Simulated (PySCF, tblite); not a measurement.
# C3H7NOSi3: geometry, infrared bands and NMR shifts

Wanted: the infrared bands and NMR shifts of C3H7NOSi3 (`N#C[Si]1(C=O)[SiH2]C[SiH2]1`), by calculation.

Computed with tblite 0.8.0 and PySCF 2.14.0, with density-fitted response routines of our own, on a single molecule in the gas phase. Atoms are numbered from 0 throughout.

### 1 Starting geometry

15 atoms, charge 0, multiplicity 1; geometry from: force field or distance geometry start.

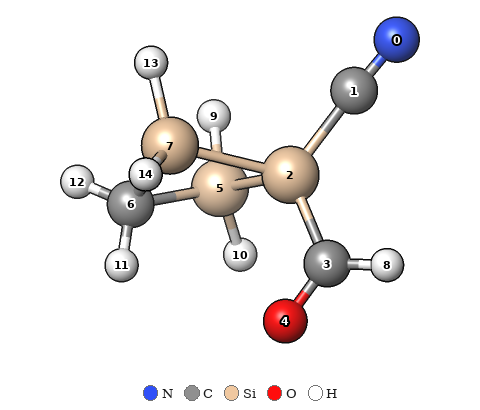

The starting geometry (nitrogen blue, carbon grey, silicon light orange, oxygen red, hydrogen white), atoms numbered.

### 2 Relaxing the molecule with GFN2-xTB

The job: settings as JSON, then the geometry in Å.

```
{"job": {"kind": "relax", "xc": "GFN2-xTB", "basis": "xTB"}, "charge": 0, "multiplicity": 1}
N      2.099900     2.332400    -2.112200
C      1.626000     1.572300    -1.382800
Si     0.957700     0.345600    -0.187900
C      2.106700    -0.478600     0.932500
O      1.679700    -1.307100     1.749400
Si    -0.609700    -0.998600    -1.098000
C     -1.726600    -0.701700     0.413800
Si    -0.967000     1.016400     0.768400
H      3.179900    -0.228300     0.871700
H     -1.213600    -0.448000    -2.331900
H     -0.214200    -2.420800    -1.275400
H     -1.550600    -1.422700     1.227400
H     -2.799800    -0.683700     0.194800
H     -1.668000     2.076600    -0.003400
H     -0.904700     1.354300     2.211600
```

On the command line:

```bash
$ OMP_NUM_THREADS=1 python probes_run.py task.json out
```

This one command runs all jobs of the session in turn.

The log of the run:

```text
step      E/eV     max force
  0    -598.58708    2.658
  1    -598.74502    3.086
  2    -598.80647    3.884
  3    -598.88036    1.754
  4    -598.93846    0.704
  5    -598.98821    0.711
  6    -599.02111    0.641
  7    -599.03704    0.320
  8    -599.05232    0.246
  9    -599.06497    0.286
 10    -599.07720    0.268
 11    -599.08878    0.289
 12    -599.09947    0.301
 13    -599.10699    0.213
 14    -599.11174    0.181
 15    -599.11569    0.148
 16    -599.11972    0.146
 17    -599.12365    0.160
 18    -599.12688    0.178
 19    -599.12929    0.168
 20    -599.13127    0.130
 21    -599.13343    0.158
 22    -599.13625    0.154
 23    -599.13989    0.182
 24    -599.14428    0.222
 25    -599.14902    0.243
 26    -599.15355    0.189
 27    -599.15740    0.179
 28    -599.16030    0.138
 29    -599.16222    0.105
 30    -599.16373    0.113
 31    -599.16542    0.144
 32    -599.16724    0.168
 33    -599.16870    0.115
 34    -599.16965    0.107
 35    -599.17029    0.111
 36    -599.17108    0.134
 37    -599.17229    0.166
 38    -599.17415    0.143
 39    -599.17522    0.116
 40    -599.17624    0.115
 41    -599.17704    0.100
 42    -599.17784    0.102
 43    -599.17852    0.096
 44    -599.17902    0.057
 45    -599.17935    0.047
 46    -599.17969    0.060
 47    -599.18013    0.087
 48    -599.18055    0.081
 49    -599.18081    0.046
 50    -599.18094    0.029
 51    -599.18106    0.041
 52    -599.18130    0.069
 53    -599.18172    0.099
 54    -599.18237    0.120
 55    -599.18319    0.153
 56    -599.18404    0.138
 57    -599.18474    0.113
 58    -599.18525    0.083
 59    -599.18578    0.123
 60    -599.18633    0.124
 61    -599.18721    0.166
 62    -599.18881    0.196
 63    -599.19109    0.208
 64    -599.19308    0.135
 65    -599.19419    0.107
 66    -599.19484    0.113
 67    -599.19552    0.077
 68    -599.19637    0.050
 69    -599.19776    0.041
 70    -599.19844    0.119
 71    -599.19926    0.081
 72    -599.19958    0.042
 73    -599.19971    0.084
 74    -599.19984    0.024
 75    -599.19989    0.019
 76    -599.19996    0.014
 77    -599.20002    0.017
 78    -599.20005    0.017
 79    -599.20010    0.018
 80    -599.20015    0.020
 81    -599.20022    0.024
 82    -599.20032    0.033
 83    -599.20046    0.043
 84    -599.20065    0.048
 85    -599.20088    0.054
 86    -599.20108    0.061
 87    -599.20105    0.057
 88    -599.20128    0.040
 89    -599.20132    0.014
 90    -599.20138    0.016
 91    -599.20143    0.022
 92    -599.20154    0.033
 93    -599.20164    0.029
 94    -599.20175    0.033
 95    -599.20189    0.036
 96    -599.20208    0.039
 97    -599.20228    0.052
 98    -599.20239    0.024
 99    -599.20244    0.012
100    -599.20245    0.010
101    -599.20247    0.011
102    -599.20249    0.012
103    -599.20252    0.014
104    -599.20254    0.014
105    -599.20256    0.009
```

Run time: 0.8 s. Hardware: 1 thread of Arm Neoverse V2, shared host; peak memory 0.18 GiB.

Step by step: (not every step is listed)

| step | energy from step 0 (eV) | largest force (eV/Å) |
| --- | --- | --- |
| 0 | 0.0000 | 2.6582 |
| 1 | -0.1579 | 3.0863 |
| 2 | -0.2194 | 3.8837 |
| 3 | -0.2933 | 1.7536 |
| 4 | -0.3514 | 0.7041 |
| 5 | -0.4011 | 0.7108 |
| 6 | -0.4340 | 0.6408 |
| 7 | -0.4500 | 0.3195 |
| 8 | -0.4652 | 0.2464 |
| 17 | -0.5366 | 0.1597 |
| 26 | -0.5665 | 0.1894 |
| 35 | -0.5832 | 0.1112 |
| 44 | -0.5919 | 0.0573 |
| 53 | -0.5946 | 0.0988 |
| 62 | -0.6017 | 0.1959 |
| 71 | -0.6122 | 0.0809 |
| 80 | -0.6131 | 0.0201 |
| 89 | -0.6142 | 0.0145 |
| 98 | -0.6153 | 0.0242 |
| 100 | -0.6154 | 0.0104 |
| 101 | -0.6154 | 0.0114 |
| 102 | -0.6154 | 0.0122 |
| 103 | -0.6154 | 0.0144 |
| 104 | -0.6155 | 0.0136 |
| 105 | -0.6155 | 0.0093 |

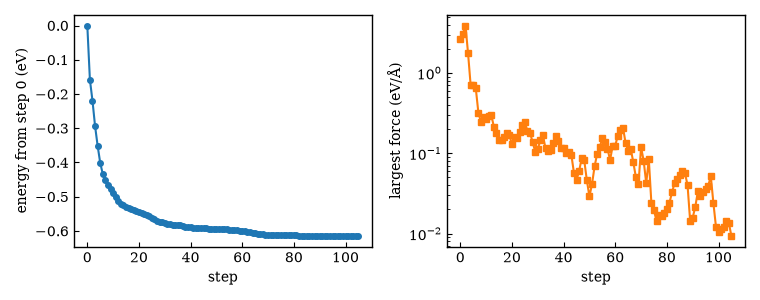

Energy and largest force along the relaxation.

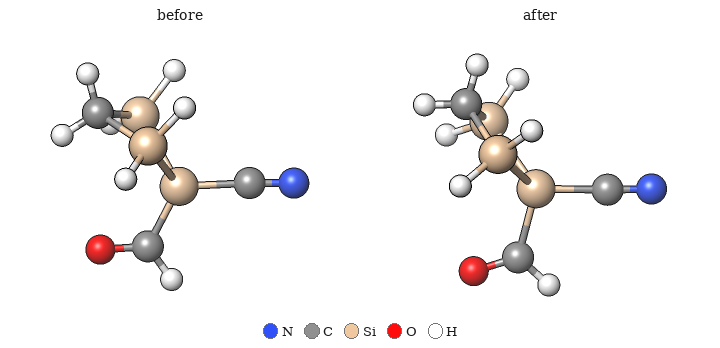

The geometry before (left) and after (right).

Close pairs (by a distance rule), those that changed most:

| bond | before (Å) | after (Å) | change (Å) |
| --- | --- | --- | --- |
| Si2–Si7 | 2.251 | 2.361 | +0.110 |
| Si2–C3 | 1.804 | 1.909 | +0.105 |
| Si2–Si5 | 2.257 | 2.360 | +0.104 |
| Si5–C6 | 1.903 | 1.934 | +0.031 |
| C3–O4 | 1.239 | 1.209 | -0.031 |
| C1–Si2 | 1.838 | 1.868 | +0.030 |
| Si5–H10 | 1.487 | 1.464 | -0.022 |
| C6–Si7 | 1.912 | 1.934 | +0.022 |

The final coordinates are the input of the step that follows.

### 3 Harmonic vibrations with GFN2-xTB

The job: settings as JSON, then the geometry in Å.

```
{"job": {"kind": "ir", "xc": "GFN2-xTB", "basis": "xTB"}, "charge": 0, "multiplicity": 1}
N      2.126536     2.317176    -2.091505
C      1.676011     1.557514    -1.357985
Si     0.888541     0.334084    -0.186618
C      2.394188    -0.303561     0.798705
O      2.263138    -1.132772     1.668213
Si    -0.619422    -1.274667    -1.028824
C     -1.950547    -0.460322     0.114171
Si    -1.028576     0.967042     1.037676
H      3.404727     0.092357     0.568210
H     -0.984905    -1.197461    -2.445744
H     -0.374696    -2.681718    -0.705566
H     -2.377685    -1.180579     0.810926
H     -2.798412    -0.086529    -0.458772
H     -1.618203     2.281025     0.766001
H     -1.005108     0.776401     2.489199
```

The log of the run:

```text
mode    cm-1     km/mol
  1      33.8      0.01
  2      44.2      0.97
  3      67.3      0.47
  4      73.8     25.28
  5      80.2     11.76
  6     100.2      1.38
  7     268.4      1.79
  8     280.8     11.19
  9     304.8     18.28
 10     333.0      1.13
 11     338.5     20.41
 12     366.5      4.52
 13     377.4      5.25
 14     399.4      3.24
 15     479.4      8.60
 16     487.5      0.01
 17     543.0      9.95
 18     596.2    152.21
 19     641.7     94.16
 20     650.5     10.19
 21     683.3    112.04
 22     709.3    103.78
 23     714.6    512.88
 24     741.6     87.97
 25     781.2    388.29
 26     792.6      2.22
 27     965.2      0.01
 28    1117.7     67.70
 29    1344.0     54.62
 30    1471.0      4.06
 31    1696.2    338.28
 32    2222.4     50.55
 33    2228.9    607.40
 34    2240.2    253.60
 35    2243.2    160.38
 36    2308.2    142.26
 37    2703.1    141.67
 38    2982.9     24.62
 39    2999.9      6.43
```

It took 0.62 s on 1 thread of Arm Neoverse V2, shared host; peak memory 0.18 GiB.

Which atoms move in the most intense modes:

| cm⁻¹ | km/mol | atoms |
| --- | --- | --- |
| 596 | 152.2 | C6 28 %, H14 15 %, H10 14 %, H9 12 % |
| 715 | 512.9 | C6 29 %, H9 10 %, Si7 10 % |
| 781 | 388.3 | H14 24 %, H13 24 %, H9 23 %, H10 23 % |
| 1696 | 338.3 | C3 57 %, O4 42 % |
| 2229 | 607.4 | H9 51 %, H13 33 % |
| 2240 | 253.6 | H10 45 %, H14 33 %, H9 14 % |
| 2243 | 160.4 | H14 53 %, H10 34 % |
| 2308 | 142.3 | C1 57 %, N0 43 % |

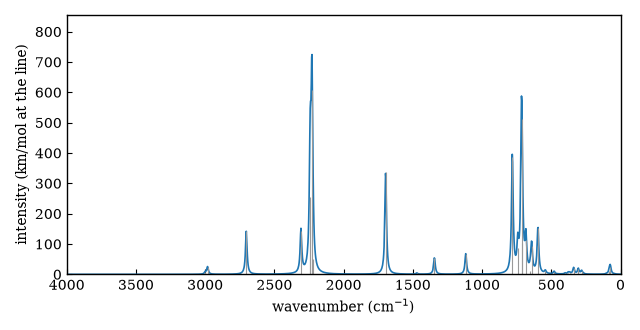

The infrared spectrum from these modes, unscaled. Lines are broadened to a width of 14 cm⁻¹ (Lorentzian).

### 4 Shielding tensors: PBE0/pcSseg-1

Same as in step 3 but for these lines:

```diff
@@ -1,2 +1,2 @@
-{"job": {"kind": "ir", "xc": "GFN2-xTB", "basis": "xTB"}, "charge": 0, "multiplicity": 1}
+{"job": {"kind": "nmr", "xc": "PBE0", "basis": "pcSseg-1"}, "charge": 0, "multiplicity": 1}
 N      2.126536     2.317176    -2.091505
```

Level: GIAO PBE0/pcSseg-1 NMR shielding, non-relativistic, gas phase.

The log of the run:

```text
coarse grid: 14624 points
cycle   1  E = -1116.0264848635  dE =  8.145e-01  |g| = 8.560e-01  |ddm| = 3.766e+00
cycle   2  E = -1115.3679075919  dE =  6.586e-01  |g| = 1.960e+00  |ddm| = 2.357e+00
cycle   3  E = -1116.1801073043  dE = -8.122e-01  |g| = 1.702e-01  |ddm| = 1.884e+00
cycle   4  E = -1116.1851534210  dE = -5.046e-03  |g| = 9.903e-02  |ddm| = 2.072e-01
cycle   5  E = -1116.1871187070  dE = -1.965e-03  |g| = 4.264e-02  |ddm| = 8.543e-02
cycle   6  E = -1116.1874919200  dE = -3.732e-04  |g| = 9.432e-03  |ddm| = 3.018e-02
cycle   7  E = -1116.1875115200  dE = -1.960e-05  |g| = 3.473e-03  |ddm| = 1.104e-02
cycle   8  E = -1116.1875143769  dE = -2.857e-06  |g| = 7.298e-04  |ddm| = 4.193e-03
final grid: 129208 points
cycle   9  E = -1116.2425775341  dE = -4.936e-06  |g| = 1.128e-02  |ddm| = 2.029e-02
cycle  10  E = -1116.2425049008  dE =  7.263e-05  |g| = 2.258e-02  |ddm| = 2.056e-02
cycle  11  E = -1116.2426011745  dE = -9.627e-05  |g| = 1.836e-03  |ddm| = 1.441e-02
cycle  12  E = -1116.2426018800  dE = -7.055e-07  |g| = 5.051e-04  |ddm| = 1.709e-03
cycle  13  E = -1116.2426019245  dE = -4.444e-08  |g| = 2.630e-04  |ddm| = 4.593e-04
cycle  14  E = -1116.2426019389  dE = -1.445e-08  |g| = 6.212e-05  |ddm| = 1.826e-04
cycle  15  E = -1116.2426019398  dE = -8.977e-10  |g| = 1.314e-05  |ddm| = 6.349e-05
converged SCF energy = -1116.2426019398

GIAO shielding tensors (ppm)
atom      isotropic    diamagn.    paramagn.     s11        s22        s33       span
  0 N     -109.692     338.002    -447.694   -302.316   -301.461    274.700    577.016
  1 C       63.765     263.608    -199.843    -48.999    -47.354    287.648    336.647
  2 Si     406.132     882.217    -476.085    347.007    399.519    471.871    124.864
  3 C      -58.552     252.174    -310.726   -169.730    -88.969     83.042    252.772
  4 O     -616.818     400.130   -1016.949  -1674.849   -571.623    396.017   2070.865
  5 Si     393.928     880.120    -486.193    353.632    369.098    459.053    105.421
  6 C      194.710     258.199     -63.489    178.827    197.651    207.653     28.826
  7 Si     393.826     880.117    -486.291    353.331    369.308    458.837    105.506
  8 H       19.362      26.422      -7.060     14.219     19.733     24.133      9.914
  9 H       26.835      29.036      -2.201     23.877     24.889     31.740      7.862
 10 H       26.881      28.982      -2.101     23.871     24.947     31.825      7.953
 11 H       30.886      30.111       0.776     26.086     27.851     38.721     12.635
 12 H       30.781      29.929       0.852     26.198     27.822     38.322     12.124
 13 H       26.831      29.020      -2.189     23.865     24.880     31.747      7.882
 14 H       26.879      28.995      -2.116     23.873     24.954     31.811      7.938
```

It took 31 s on 1 thread of Arm Neoverse V2, shared host; peak memory 0.85 GiB.

Shifts follow as δ = σ(reference) − σ, with reference shieldings (ppm) from runs at the same level and on the same kind of geometry: 1H TMS 31.72, 13C TMS 186.9, 29Si TMS 349.2, 15N NH3 267.7, 17O H2O 336.1. The references are single molecules in the gas phase, so shifts against H2O, NH3, PH3, H3PO4 or CFCl3 are not on the usual liquid scales and can be off by tens of ppm. Atoms listed in one row are averaged.

| atoms | environment | σ (ppm) | δ (ppm) | δ scaled to CDCl3 |
| --- | --- | --- | --- | --- |
| C3 | carbonyl carbon | -58.6 | 245.5 | 237.7 |
| C1 | nitrile carbon | 63.8 | 123.2 | 118.3 |
| C6 | sp3 CH2 bonded to 2 Si | 194.7 | -7.8 | -9.5 |
| H8 | hydrogen on a carbonyl carbon | 19.36 | 12.36 | 11.75 |
| H9, H13 | hydrogen on a silicon bonded to C, Si, in a 4-membered ring | 26.83 | 4.88 | – |
| H10, H14 | hydrogen on a silicon bonded to C, Si, in a 4-membered ring | 26.88 | 4.84 | – |
| H12 | hydrogen on an sp3 CH2 bonded to 2 Si | 30.78 | 0.94 | 0.99 |
| H11 | hydrogen on an sp3 CH2 bonded to 2 Si | 30.89 | 0.83 | 0.89 |
| N0 | nitrile nitrogen | -109.7 | 377.4 | – |
| Si5, Si7 | silicon bonded to C, Si, 2 H, in a 4-membered ring | 393.9 | -44.7 | – |
| Si2 | silicon bonded to 2 C, 2 Si, in a 4-membered ring | 406.1 | -57.0 | – |
| O4 | carbonyl oxygen | -616.8 | 952.9 | – |

The scaled column applies a straight-line fit of computed shieldings to shifts measured in CDCl3 (root-mean-square error 0.16 ppm for H, 1.9 ppm for C).

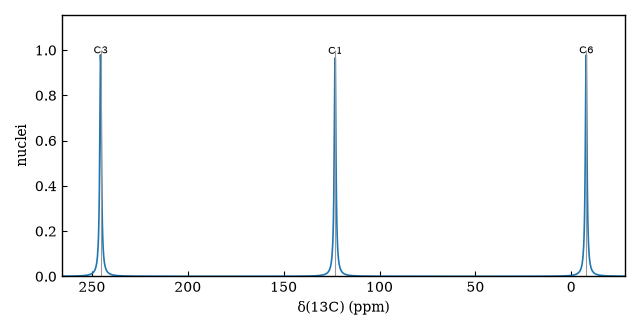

13C lines at the computed shifts, without couplings. Lines are broadened to a width of 1 ppm (Lorentzian).

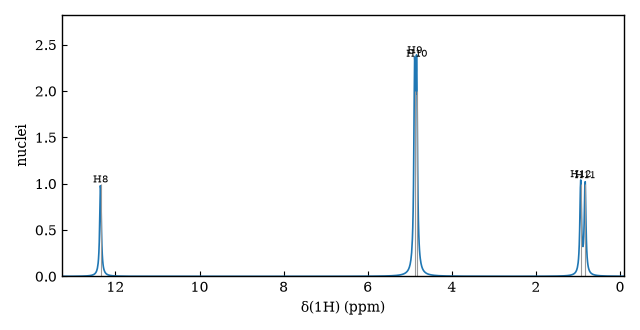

1H lines at the computed shifts, without couplings. Lines are broadened to a width of 0.05 ppm (Lorentzian).

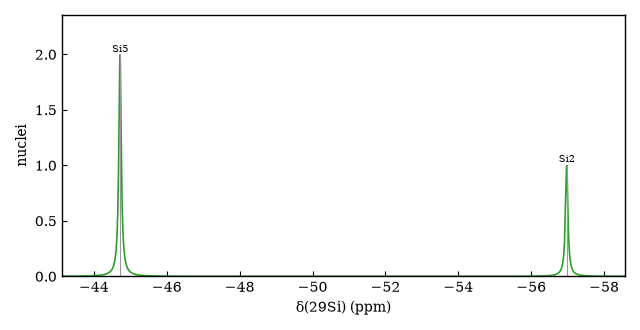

29Si lines at the computed shifts, without couplings. Lines are broadened to a width of 0.08 ppm (Lorentzian).

Charges from the same density, by scheme (e):

| atoms | Mulliken | IAO | Hirshfeld | ESP fit |
| --- | --- | --- | --- | --- |
| N0 | -0.20 | -0.19 | -0.20 | -0.39 |
| C1 | -0.19 | -0.14 | -0.05 | 0.19 |
| Si2 | 0.17 | 0.37 | 0.22 | 0.00 |
| C3 | 0.01 | 0.03 | 0.05 | 0.32 |
| O4 | -0.33 | -0.36 | -0.21 | -0.40 |
| Si5, Si7 | 0.53 | 0.50 | 0.28 | 0.31 |
| C6 | -0.87 | -0.81 | -0.25 | -0.29 |

IAO charges:

N0 -0.19; C1 -0.14; Si2 0.37; C3 0.03; O4 -0.36; Si5 0.50; C6 -0.81; Si7 0.50; H8 0.12; H9 -0.09; H10 -0.09; H11 0.17; H12 0.17; H13 -0.09; H14 -0.09

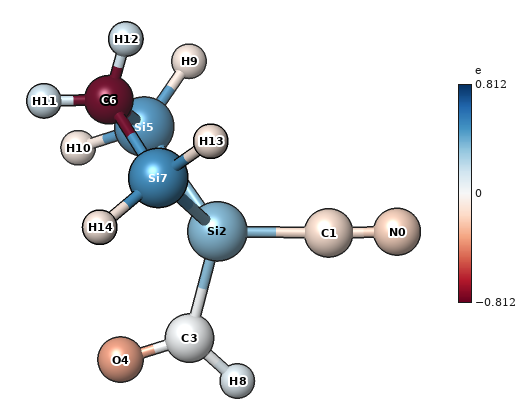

IAO charges, as colours on the atoms.

Mayer bond orders: N0–C1 2.92, C1–Si2 0.79, Si2–C3 0.80, C3–O4 1.95, Si2–Si5 0.83, Si5–C6 0.89, C6–Si7 0.89, Si7–Si2 0.83.

Ring of atoms Si2, Si5, C6, Si7: NICS(0) 2.7, NICS(1) -0.3, NICS(1)zz 6.0 ppm (means of both faces).

### 5 Outcome

| quantity | value |
| --- | --- |
| strongest single infrared mode (GFN2-xTB) | 2229 cm⁻¹, 607 km/mol |
| zero-point energy (GFN2-xTB) | 53.5 kcal/mol |
| 13C shifts against TMS (PBE0/pcSseg-1) | 245.5, 123.2, -7.8 ppm |
| 1H shifts against TMS (PBE0/pcSseg-1, means over atoms taken as alike) | 12.36, 4.88, 4.84, 0.94, 0.83 ppm |
| 15N shifts against NH3 (PBE0/pcSseg-1) | 377.4 ppm |
| 29Si shifts against TMS (PBE0/pcSseg-1, means over atoms taken as alike) | -44.7, -57.0 ppm |
| 17O shifts against H2O (PBE0/pcSseg-1) | 952.9 ppm |

What this shows: The optimisation took 105 steps and gained 0.615 eV; among the close pairs (by a distance rule), Si2–Si7 changed most, from 2.251 to 2.361 Å. All 39 modes are real, so the xTB geometry is a minimum. The strongest single mode, at 2229 cm⁻¹, moves mainly H9 and H13. Unscaled tight-binding wavenumbers are off by several per cent, some by more. Its intensities can rank the bands wrongly. At PBE0/pcSseg-1: Shielding is most anisotropic at O4 (span 2071 ppm, paramagnetic term -1017 ppm).
